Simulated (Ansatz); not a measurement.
# AlGa3N4: a line through a two-coordinate scan

How does the energy of AlGa3N4 (P-43m, No. 215; 8 atoms in the cell) vary with volume per atom, at length along [111] over the lengths across it = 0.913?

Program: Ansatz 0.2.0. Level of theory: DFT LDA, scalar-relativistic, plane waves, PAW. These are calculated values, not measurements.

39 further runs of the same task are left out: 39 set aside as unsound or not needed. Runs told in other sessions of the task aren't counted.

**1. The system as given**

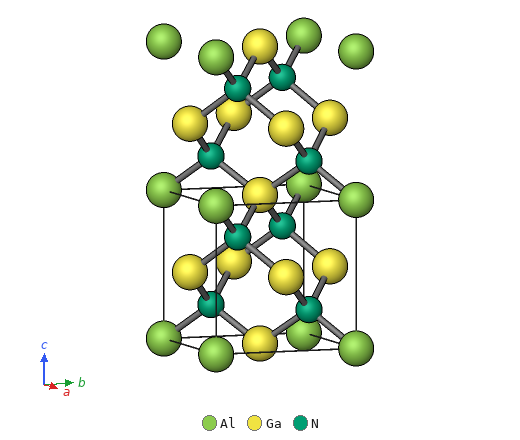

Start, viewed slightly off an axis; aluminium green, gallium yellow, nitrogen teal. 1×1×2 cells are drawn. Atoms on the faces are drawn again on the opposite ones.

Structure file:

```cif
data_structure
_symmetry_space_group_name_H-M 'P-43m'
_symmetry_Int_Tables_number 215
_cell_length_a 4.4268
_cell_length_b 4.4268
_cell_length_c 4.4268
_cell_angle_alpha 90.000
_cell_angle_beta 90.000
_cell_angle_gamma 90.000
_cell_volume 86.75
loop_
_atom_site_label
_atom_site_type_symbol
_atom_site_symmetry_multiplicity
_atom_site_Wyckoff_symbol
_atom_site_fract_x
_atom_site_fract_y
_atom_site_fract_z
_atom_site_occupancy
Al1 Al 1 a 0.00000 0.00000 0.00000 1
Ga1 Ga 3 c 0.50000 0.50000 0.00000 1
N1 N 4 e 0.75481 0.75481 0.24519 1
```

It goes back to an entry of the Materials Project, which need not be the stable form.

It is the result of an earlier relaxation at this level (volume 10.84 Å³/atom; gap on the mesh: 2.56 eV).

**2. Plan of the line**

The energy is mapped over volume and the cell's shape.

- volume per atom: 9 values from 9.11 to 12.58 Å³
- length along [111] over the lengths across it, relative to the cubic cell: 9 values from 0.834 to 1.200

Nothing else is relaxed (fractional coordinates fixed). Energies count from the relaxed crystal. Points are written as (first, second).

**3. The run at (9.54 Å³, 0.913)**

File input.yaml:

```yaml
crystal:
  lattice:
    - [4.2459229008, -0.1268092318, -0.1268092318]
    - [-0.1268092318, 4.2459229008, -0.1268092318]
    - [-0.1268092318, -0.1268092318, 4.2459229008]
  atoms:
    - { symbol: Al, position: [0.0, 0.0, 0.0] }
    - { symbol: Ga, position: [0.5, 0.5, 0.0] }
    - { symbol: Ga, position: [0.5, 0.0, 0.5] }
    - { symbol: Ga, position: [0.0, 0.5, 0.5] }
    - { symbol: "N", position: [0.7548078379, 0.7548078379, 0.2451921621] }
    - { symbol: "N", position: [0.7548078379, 0.2451921621, 0.7548078379] }
    - { symbol: "N", position: [0.2451921621, 0.7548078379, 0.7548078379] }
    - { symbol: "N", position: [0.2451921621, 0.2451921621, 0.2451921621] }
basis:
  ecutwfc: 520.0
kpoints:
  mp_grid: { grid: [6, 6, 6] }
hamiltonian:
  xc: lda
  pseudopotentials: { kind: paw, azcp: { folder: soft_1 } }
scf:
  occupations: { method: gaussian, width: 0.05 }
output:
  forces: true
  stress: true
  eigenvalues: true
```

The run is started by

```console
$ ansatz run input.yaml --threads 2 --pin off --max-ram 4096MiB --backend cpu --events-out ev --progress --plain --runs-dir out
```

Standard output, cut to the lines that bear on the results:

```text
Warning: <dir> the record states the generating functional pbe (its physics header spells it `PBE`), which answers neither for hamiltonian.xc's functional nor for the lda family's — results may be inconsistent (PPs are generated against a specific XC)
[...]
Warning: RAYON_NUM_THREADS=2 ignored (pool sized by the plan → 2); use --threads N
[...]
Pseudopotentials: kind: paw
Pseudopotential: Al, paw, valence charge 3, recommended cutoff 420 eV (normal), <dir>
Pseudopotential: Ga, paw, valence charge 13, recommended cutoff 420 eV (normal), <dir>
Pseudopotential: N, paw, valence charge 5, recommended cutoff 420 eV (normal), <dir>
Functional definition: SPW92
[...]
Crystal: 8 atoms, lattice volume = 76.336 Å³
Basis set: ecut = 520 eV, 2043 PW (Γ)
Bands: 39, of which v1, the nominal top of the filled ones, is band 31 counted from 1 (30 counted from 0)
Symmetry: 6 space group operations
Space group: R3m (ITA 160), of the structure as read, at distance tolerance 4.2e-5 Å
k-points: 32 of 216 (time reversal used)
[...]
SCF iter   1: F=—  HF=-13138.667114 eV  |F-HF|=—  |Δ(HF+E_count)|=         —  Δρ=1.39e-1  dr2=1.37e1  ethr=3.10e-3  ⟨swp⟩=6.6  Hψ=4813  notcnv=0
[...]
SCF iter   9: F=-13134.223198 eV  HF=-13134.223198 eV  |F-HF|=6.55e-9  |Δ(HF+E_count)|=   2.49e-7  Δρ=9.14e-6  dr2=5.43e-8  ethr=1.61e-10  ⟨swp⟩=9.7  Hψ=6593  notcnv=0
[...]
SCF converged after 9 iterations
Free energy (F): -13134.223198 eV
[...]
E sigma→0 (E₀):  -13134.223198 eV
Fermi energy:    12.777632 eV
[...]
--- Forces (eV/Å), atoms counted from 1 ---
  atom   1  Al    -1.35417146    -1.35417146    -1.35417146
  atom   2  Ga    -1.44928498    -1.44928498    -1.36159513
  atom   3  Ga    -1.44928498    -1.36159513    -1.44928498
  atom   4  Ga    -1.36159513    -1.44928498    -1.44928498
  atom   5  N      1.46623075     1.46623075     1.28465938
  atom   6  N      1.46623075     1.28465938     1.46623075
  atom   7  N      1.28465938     1.46623075     1.46623075
  atom   8  N      1.39712860     1.39712860     1.39712860
[...]
--- Stress (GPa, compression-positive) ---
       37.649353      20.563830      20.563830
       20.563830      37.649353      20.563830
       20.563830      20.563830      37.649353
  P = ⅓ Tr σ = 37.6494 GPa (376.494 kbar)
--- Band table (eV; the first three rows and the last of 32) ---
[...]
```

Wall time 5.9 s (2 threads of Arm Neoverse V2, shared host); peak memory 0.37 GiB.

On the map this point reads 233 meV/atom.

**4. Point (10.41 Å³, 0.913)**

Changes to input.yaml since step 3:

```diff
@@ -2,5 +2,5 @@
   lattice:
-    - [4.2459229008, -0.1268092318, -0.1268092318]
-    - [-0.1268092318, 4.2459229008, -0.1268092318]
-    - [-0.1268092318, -0.1268092318, 4.2459229008]
+    - [4.3709503792, -0.1305433172, -0.1305433172]
+    - [-0.1305433172, 4.3709503792, -0.1305433172]
+    - [-0.1305433172, -0.1305433172, 4.3709503792]
   atoms:
```

The run is started by

```console
$ ansatz run input.yaml --threads 2 --pin off --max-ram 4096MiB --backend cpu --events-out ev --progress --plain --runs-dir out
```

Standard output, cut to the lines that bear on the results:

```text
[...]
SCF converged after 9 iterations
Free energy (F): -13135.258537 eV
[...]
E sigma→0 (E₀):  -13135.258537 eV
Fermi energy:    11.103922 eV
[...]
--- Forces (eV/Å), atoms counted from 1 ---
  atom   1  Al    -0.96788289    -0.96788289    -0.96788289
  atom   2  Ga    -1.01904161    -1.01904161    -0.93868580
  atom   3  Ga    -1.01904161    -0.93868580    -1.01904161
  atom   4  Ga    -0.93868580    -1.01904161    -1.01904161
  atom   5  N      1.00867096     1.00867096     0.90339549
  atom   6  N      1.00867096     0.90339549     1.00867096
  atom   7  N      0.90339549     1.00867096     1.00867096
  atom   8  N      1.02381360     1.02381360     1.02381360
[...]
--- Stress (GPa, compression-positive) ---
       11.920548      15.906065      15.906065
       15.906065      11.920548      15.906065
       15.906065      15.906065      11.920548
  P = ⅓ Tr σ = 11.9205 GPa (119.205 kbar)
--- Band table (eV; the first three rows and the last of 32) ---
[...]
```

It took 7 s on 2 threads of Arm Neoverse V2, shared host; peak memory 0.38 GiB.

On the map this point reads 103 meV/atom.

**5. The run at (10.84 Å³, 0.913)**

Changes to input.yaml since step 4:

```diff
@@ -2,5 +2,5 @@
   lattice:
-    - [4.3709503792, -0.1305433172, -0.1305433172]
-    - [-0.1305433172, 4.3709503792, -0.1305433172]
-    - [-0.1305433172, -0.1305433172, 4.3709503792]
+    - [4.4307867246, -0.1323303965, -0.1323303965]
+    - [-0.1323303965, 4.4307867246, -0.1323303965]
+    - [-0.1323303965, -0.1323303965, 4.4307867246]
   atoms:
@@ -27 +27,5 @@
   eigenvalues: true
+  write_density: true
+  write_potential: true
+  elf: true
+  volumetric_format: npy
```

The run is started by

```console
$ ansatz run input.yaml --threads 2 --pin off --max-ram 4096MiB --backend cpu --events-out ev --progress --plain --runs-dir out
```

Standard output, cut to the lines that bear on the results:

```text
Warning: <dir> the record states the generating functional pbe (its physics header spells it `PBE`), which answers neither for hamiltonian.xc's functional nor for the lda family's — results may be inconsistent (PPs are generated against a specific XC)
[...]
Warning: RAYON_NUM_THREADS=2 ignored (pool sized by the plan → 2); use --threads N
[...]
[... 5 set-up lines as earlier in the session ...]
[...]
Crystal: 8 atoms, lattice volume = 86.747 Å³
Basis set: ecut = 520 eV, 2337 PW (Γ)
Bands: 39, of which v1, the nominal top of the filled ones, is band 31 counted from 1 (30 counted from 0)
[... 1 set-up line as earlier in the session ...]
Space group: R3m (ITA 160), of the structure as read, at distance tolerance 4.4e-5 Å
k-points: 32 of 216 (time reversal used)
[...]
SCF iter   1: F=—  HF=-13138.865582 eV  |F-HF|=—  |Δ(HF+E_count)|=         —  Δρ=1.17e-1  dr2=1.10e1  ethr=3.10e-3  ⟨swp⟩=6.5  Hψ=4815  notcnv=0
[...]
SCF iter   9: F=-13135.411892 eV  HF=-13135.411892 eV  |F-HF|=1.18e-8  |Δ(HF+E_count)|=   4.96e-7  Δρ=8.67e-6  dr2=5.88e-8  ethr=1.61e-10  ⟨swp⟩=12.7  Hψ=9348  notcnv=0
[...]
SCF converged after 9 iterations
Free energy (F): -13135.411892 eV
[...]
E sigma→0 (E₀):  -13135.411892 eV
Fermi energy:    10.355931 eV
[...]
--- Forces (eV/Å), atoms counted from 1 ---
  atom   1  Al    -0.80869331    -0.80869331    -0.80869331
  atom   2  Ga    -0.84443089    -0.84443089    -0.76714106
  atom   3  Ga    -0.84443089    -0.76714106    -0.84443089
  atom   4  Ga    -0.76714106    -0.84443089    -0.84443089
  atom   5  N      0.82837129     0.82837129     0.74300396
  atom   6  N      0.82837129     0.74300396     0.82837129
  atom   7  N      0.74300396     0.82837129     0.82837129
  atom   8  N      0.86483412     0.86483412     0.86483412
[...]
--- Stress (GPa, compression-positive) ---
        2.575269      14.047382      14.047382
       14.047382       2.575269      14.047382
       14.047382      14.047382       2.575269
  P = ⅓ Tr σ = 2.5753 GPa (25.753 kbar)
--- Band table (eV; the first three rows and the last of 32) ---
[...]
```

Wall time 9.3 s (2 threads of Arm Neoverse V2, shared host); peak memory 0.4 GiB.

The maps below are laid out on this run's own conventional cell (a, b, c = 6.453, 6.453, 7.216 Å).

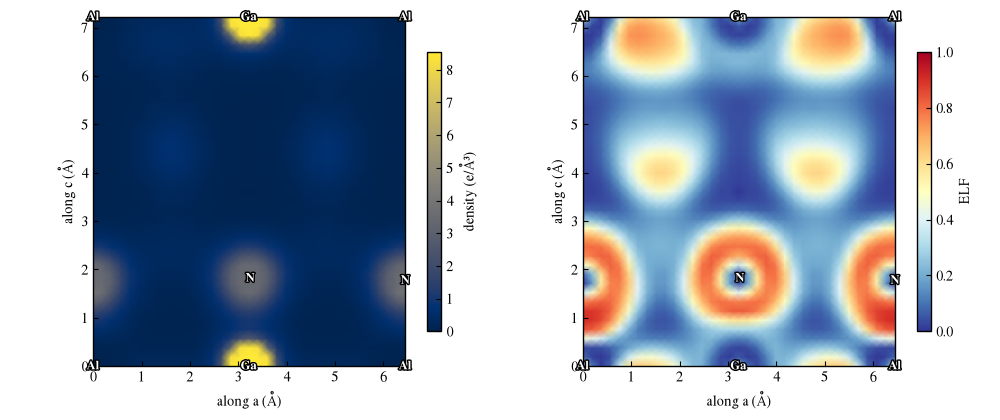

Density (left) and ELF (right) in a lattice plane of the grid's cell (edges 6.45 and 7.22 Å, at 0.000 of the third edge), which holds Al and Ga and N. Only atoms in the plane are labelled; the density scale stops at 8.54 e/Å³. Both are smooth fields of the valence electrons: close to the nuclei they are not physical.

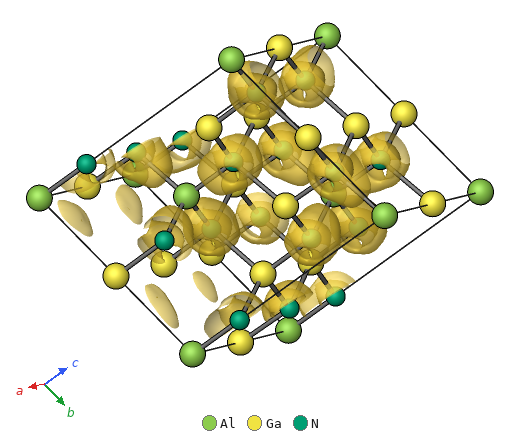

Surface of ELF = 0.78, drawn in one cell.

The highest ELF values outside the cores: 0.91 on the N–Al line, 0.8 Å from N; 0.84 on the N–Ga line, 0.6 Å from N; 0.83 beside N, off the lines to its neighbours, 0.7 Å from N.

Energy on the map's scale: 84 meV/atom.

**6. Grid point (11.28 Å³, 0.913)**

Changes to input.yaml since step 5:

```diff
@@ -2,5 +2,5 @@
   lattice:
-    - [4.4307867246, -0.1323303965, -0.1323303965]
-    - [-0.1323303965, 4.4307867246, -0.1323303965]
-    - [-0.1323303965, -0.1323303965, 4.4307867246]
+    - [4.4890746405, -0.1340712303, -0.1340712303]
+    - [-0.1340712303, 4.4890746405, -0.1340712303]
+    - [-0.1340712303, -0.1340712303, 4.4890746405]
   atoms:
@@ -27,5 +27 @@
   eigenvalues: true
-  write_density: true
-  write_potential: true
-  elf: true
-  volumetric_format: npy
```

The run is started by

```console
$ ansatz run input.yaml --threads 2 --pin off --max-ram 4096MiB --backend cpu --events-out ev --progress --plain --runs-dir out
```

Standard output, cut to the lines that bear on the results:

```text
[...]
SCF converged after 9 iterations
Free energy (F): -13135.382549 eV
[...]
E sigma→0 (E₀):  -13135.382549 eV
Fermi energy:    9.661364 eV
[...]
--- Forces (eV/Å), atoms counted from 1 ---
  atom   1  Al    -0.66787144    -0.66787144    -0.66787144
  atom   2  Ga    -0.69168009    -0.69168009    -0.61710315
  atom   3  Ga    -0.69168009    -0.61710315    -0.69168009
  atom   4  Ga    -0.61710315    -0.69168009    -0.69168009
  atom   5  N      0.67352317     0.67352317     0.59970879
  atom   6  N      0.67352317     0.59970879     0.67352317
  atom   7  N      0.59970879     0.67352317     0.67352317
  atom   8  N      0.72146740     0.72146740     0.72146740
[...]
--- Stress (GPa, compression-positive) ---
       -5.022790      12.433600      12.433600
       12.433600      -5.022790      12.433600
       12.433600      12.433600      -5.022790
  P = ⅓ Tr σ = -5.0228 GPa (-50.228 kbar)
--- Band table (eV; the first three rows and the last of 32) ---
[...]
```

It took 7.2 s on 2 threads of Arm Neoverse V2, shared host; peak memory 0.39 GiB.

On the map this point reads 88 meV/atom.

**7. The run at (11.71 Å³, 0.913)**

Changes to input.yaml since step 6:

```diff
@@ -2,5 +2,5 @@
   lattice:
-    - [4.4890746405, -0.1340712303, -0.1340712303]
-    - [-0.1340712303, 4.4890746405, -0.1340712303]
-    - [-0.1340712303, -0.1340712303, 4.4890746405]
+    - [4.5459392397, -0.135769555, -0.135769555]
+    - [-0.135769555, 4.5459392397, -0.135769555]
+    - [-0.135769555, -0.135769555, 4.5459392397]
   atoms:
```

The run is started by

```console
$ ansatz run input.yaml --threads 2 --pin off --max-ram 4096MiB --backend cpu --events-out ev --progress --plain --runs-dir out
```

Standard output, cut to the lines that bear on the results:

```text
Warning: <dir> the record states the generating functional pbe (its physics header spells it `PBE`), which answers neither for hamiltonian.xc's functional nor for the lda family's — results may be inconsistent (PPs are generated against a specific XC)
[...]
Warning: RAYON_NUM_THREADS=2 ignored (pool sized by the plan → 2); use --threads N
[...]
[... 5 set-up lines as earlier in the session ...]
[...]
Crystal: 8 atoms, lattice volume = 93.688 Å³
Basis set: ecut = 520 eV, 2547 PW (Γ)
Bands: 39, of which v1, the nominal top of the filled ones, is band 31 counted from 1 (30 counted from 0)
[... 1 set-up line as earlier in the session ...]
Space group: R3m (ITA 160), of the structure as read, at distance tolerance 4.5e-5 Å
k-points: 32 of 216 (time reversal used)
[...]
SCF iter   1: F=—  HF=-13138.174637 eV  |F-HF|=—  |Δ(HF+E_count)|=         —  Δρ=1.06e-1  dr2=9.66e0  ethr=3.10e-3  ⟨swp⟩=6.5  Hψ=4793  notcnv=0
[...]
SCF iter   9: F=-13135.204463 eV  HF=-13135.204464 eV  |F-HF|=2.80e-8  |Δ(HF+E_count)|=   9.89e-7  Δρ=8.96e-6  dr2=7.70e-8  ethr=1.61e-10  ⟨swp⟩=8.2  Hψ=5762  notcnv=0
[...]
SCF converged after 9 iterations
Free energy (F): -13135.204463 eV
[...]
E sigma→0 (E₀):  -13135.204463 eV
Fermi energy:    9.014533 eV
[...]
--- Forces (eV/Å), atoms counted from 1 ---
  atom   1  Al    -0.54300161    -0.54300161    -0.54300161
  atom   2  Ga    -0.55773544    -0.55773544    -0.48557264
  atom   3  Ga    -0.55773544    -0.48557264    -0.55773544
  atom   4  Ga    -0.48557264    -0.55773544    -0.55773544
  atom   5  N      0.54021625     0.54021625     0.47151760
  atom   6  N      0.54021625     0.47151760     0.54021625
  atom   7  N      0.47151760     0.54021625     0.54021625
  atom   8  N      0.59198675     0.59198675     0.59198675
[...]
--- Stress (GPa, compression-positive) ---
      -11.197571      11.025991      11.025991
       11.025991     -11.197571      11.025991
       11.025991      11.025991     -11.197571
  P = ⅓ Tr σ = -11.1976 GPa (-111.976 kbar)
--- Band table (eV; the first three rows and the last of 32) ---
[...]
```

Run time: 7.3 s. Hardware: 2 threads of Arm Neoverse V2, shared host; peak memory 0.39 GiB.

On the map this point reads 110 meV/atom.

**8. Point (12.14 Å³, 0.913)**

Changes to input.yaml since step 7:

```diff
@@ -2,5 +2,5 @@
   lattice:
-    - [4.5459392397, -0.135769555, -0.135769555]
-    - [-0.135769555, 4.5459392397, -0.135769555]
-    - [-0.135769555, -0.135769555, 4.5459392397]
+    - [4.6014157298, -0.1374264224, -0.1374264224]
+    - [-0.1374264224, 4.6014157298, -0.1374264224]
+    - [-0.1374264224, -0.1374264224, 4.6014157298]
   atoms:
```

The run is started by

```console
$ ansatz run input.yaml --threads 2 --pin off --max-ram 4096MiB --backend cpu --events-out ev --progress --plain --runs-dir out
```

Standard output, cut to the lines that bear on the results:

```text
Warning: <dir> the record states the generating functional pbe (its physics header spells it `PBE`), which answers neither for hamiltonian.xc's functional nor for the lda family's — results may be inconsistent (PPs are generated against a specific XC)
[...]
Warning: RAYON_NUM_THREADS=2 ignored (pool sized by the plan → 2); use --threads N
[...]
[... 5 set-up lines as earlier in the session ...]
[...]
Crystal: 8 atoms, lattice volume = 97.160 Å³
Basis set: ecut = 520 eV, 2649 PW (Γ)
Bands: 39, of which v1, the nominal top of the filled ones, is band 31 counted from 1 (30 counted from 0)
[... 1 set-up line as earlier in the session ...]
Space group: R3m (ITA 160), of the structure as read, at distance tolerance 4.6e-5 Å
k-points: 32 of 216 (time reversal used)
[...]
SCF iter   1: F=—  HF=-13137.672840 eV  |F-HF|=—  |Δ(HF+E_count)|=         —  Δρ=1.01e-1  dr2=9.06e0  ethr=3.10e-3  ⟨swp⟩=6.3  Hψ=4770  notcnv=0  defer=1
[...]
SCF iter  10: F=-13134.905686 eV  HF=-13134.905686 eV  |F-HF|=8.97e-8  |Δ(HF+E_count)|=   1.04e-7  Δρ=9.61e-6  dr2=9.76e-8  ethr=1.61e-10  ⟨swp⟩=7.9  Hψ=4773  notcnv=0
[...]
SCF converged after 10 iterations
Free energy (F): -13134.905686 eV
[...]
E sigma→0 (E₀):  -13134.905686 eV
Fermi energy:    8.411226 eV
[...]
--- Forces (eV/Å), atoms counted from 1 ---
  atom   1  Al    -0.43194572    -0.43194572    -0.43194572
  atom   2  Ga    -0.44023301    -0.44023301    -0.37009728
  atom   3  Ga    -0.44023301    -0.37009728    -0.44023301
  atom   4  Ga    -0.37009728    -0.44023301    -0.44023301
  atom   5  N      0.42523490     0.42523490     0.35696910
  atom   6  N      0.42523490     0.35696910     0.42523490
  atom   7  N      0.35696910     0.42523490     0.42523490
  atom   8  N      0.47508418     0.47508418     0.47508418
[...]
--- Stress (GPa, compression-positive) ---
      -16.200044       9.794177       9.794177
        9.794177     -16.200044       9.794177
        9.794177       9.794177     -16.200044
  P = ⅓ Tr σ = -16.2000 GPa (-162.000 kbar)
--- Band table (eV; the first three rows and the last of 32) ---
[...]
```

Run time: 8 s. Hardware: 2 threads of Arm Neoverse V2, shared host; peak memory 0.4 GiB.

That is 147 meV/atom from the zero.

**9. The line in numbers**

| volume per atom (Å³) | step | energy (meV/atom) | slope (meV/atom per Å³) | pressure (GPa) | band gap on the k-mesh (eV) | largest force on an atom (eV/Å) |
| --- | --- | --- | --- | --- | --- | --- |
| 9.11 | – | 358 | −345 | 55 | 3.07 | 2.92 |
| 9.54 | 3 | 233 | −235 | 38 | 2.99 | 2.46 |
| 9.98 | – | 151 | −146 | 23 | 2.73 | 2.08 |
| 10.41 | 4 | 103 | −74 | 12 | 2.46 | 1.77 |
| 10.84 | 5 | 84 | −16 | 3 | 2.20 | 1.50 |
| 11.28 | 6 | 88 | 31 | −5 | 1.95 | 1.25 |
| 11.71 | 7 | 110 | 70 | −11 | 1.71 | 1.02 |
| 12.14 | 8 | 147 | 101 | −16 | 1.48 | 0.82 |
| 12.58 | – | 197 | 126 | −20 | 1.27 | 0.64 |

Energies count from the relaxed crystal. Rows without a step come from runs not printed here or follow by symmetry. Slopes come from the forces (and the stress, where the cell changes), not from differences of energies.

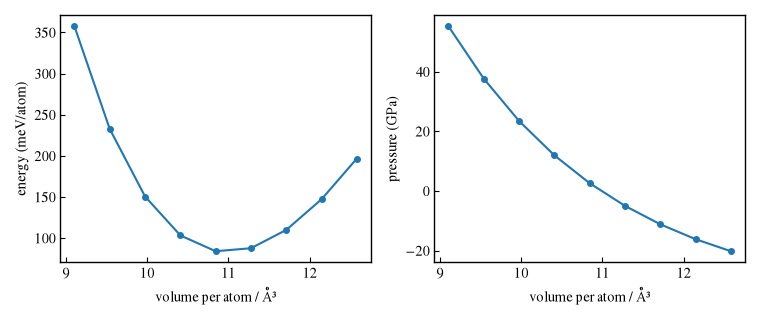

Energy and pressure along the line.

In words: Of the points computed the energy is lowest at 10.84 Å³, 84 meV/atom from the zero. Energies and slopes round the minimum, fitted together, put the minimum at 10.980 Å³, with a curvature of about 110 meV/atom per (Å³)². V·d²E/dV² there is about 200 GPa, a bulk modulus under this line's constraint. The highest point computed, at 9.11 Å³, lies 274 meV/atom above the lowest. This is one cut through a surface in two coordinates; the map's lowest point lies off it. With the other coordinates free, the energies away from the reference would be the same or lower.

These are semilocal Kohn-Sham gaps, which aren't the measured quantity. Such gaps usually fall short of the measured ones.
